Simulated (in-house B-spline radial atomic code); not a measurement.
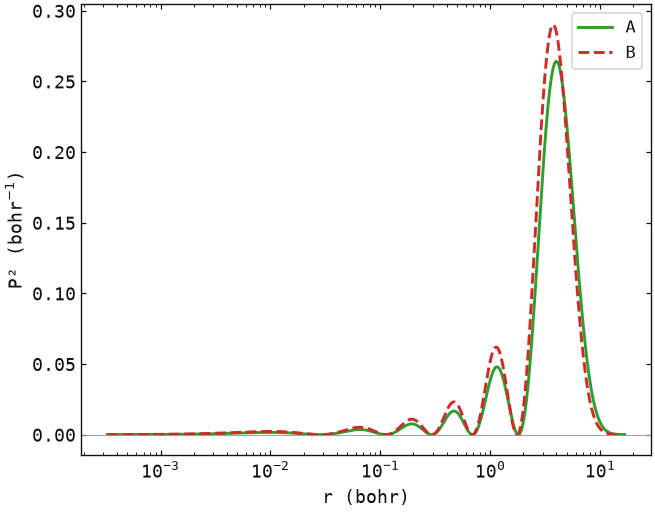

Atomic promethium (Pm) in [Xe] 4f5 6s2 (high spin) was computed by two methods: Hartree-Fock; LDA (PW92). Both runs are scalar-relativistic, spin-polarised and spherical. Computed with an in-house B-spline radial code.

The plot shows P² of the 6s down orbital in both runs.

### Which curve belongs to which run?

A is Hartree-Fock (⟨r⟩ = 4.77 bohr, eigenvalue −4.71 eV); B is LDA (PW92) (⟨r⟩ = 4.40 bohr, eigenvalue −3.54 eV).
